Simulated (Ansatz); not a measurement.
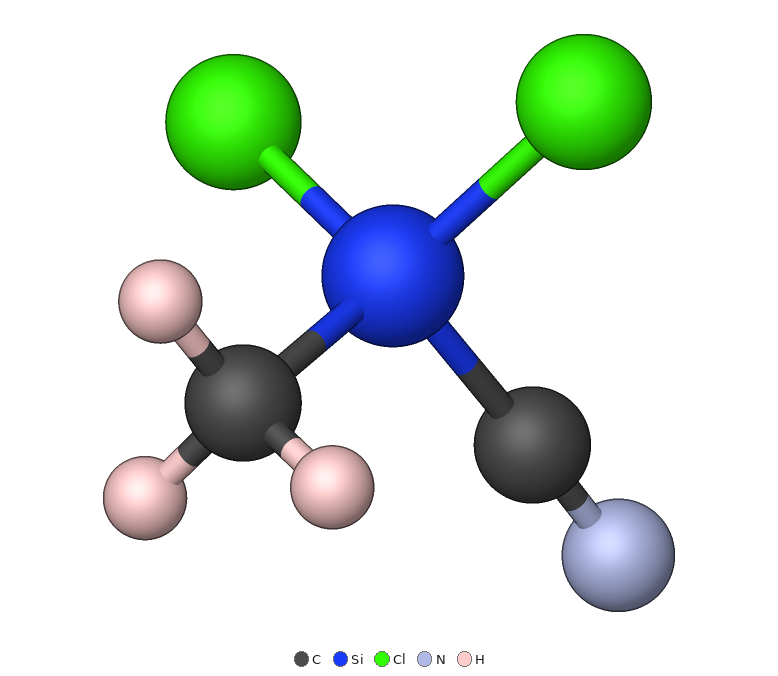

Simulated data, not a measurement (program: Ansatz).

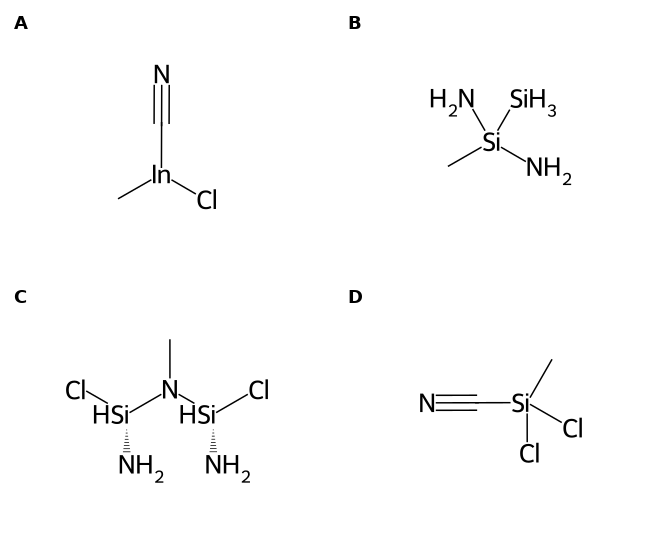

> Which structural formula matches the 3D model?

D, `C[Si](Cl)(Cl)C#N`.
